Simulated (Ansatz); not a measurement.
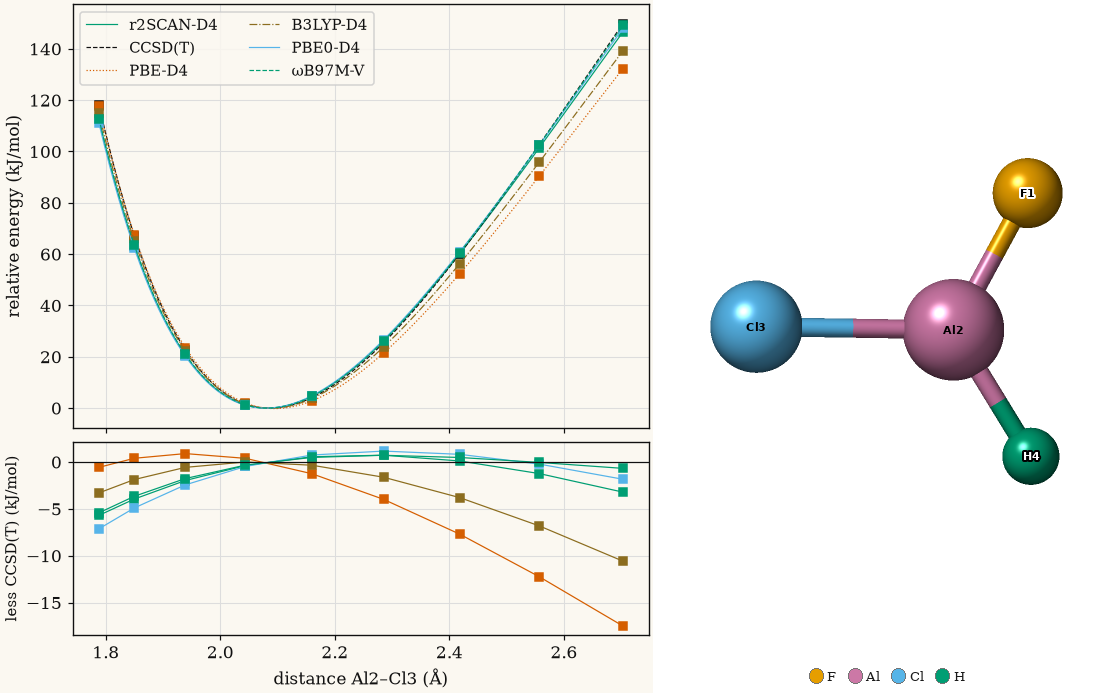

Rigid scan of the stretch Al2–Cl3 in AlHClF, SMILES [F][AlH][Cl], singlet. The Ansatz code 0.2.0, def2-TZVPP, cores frozen in correlated methods. A stretch is scanned from the minimum (PBE0-D4/def2-TZVP); energies less that of the minimum at the same level. Splines pass through the computed points, which are marked.

### Where is the minimum of each curve?

r2SCAN-D4: near 2.08 Å; CCSD(T): near 2.09 Å; PBE-D4: near 2.10 Å; B3LYP-D4: near 2.09 Å; PBE0-D4: near 2.08 Å; ωB97M-V: near 2.08 Å (from the spline).

### Which curve follows CCSD(T) best, and which worst?

Best ωB97M-V, worst PBE-D4; largest departures: ωB97M-V 5.4, r2SCAN-D4 5.7, PBE0-D4 7.1, B3LYP-D4 10.6, PBE-D4 17.5 kJ/mol. CCSD(T) is in the same finite basis, not at its limit.
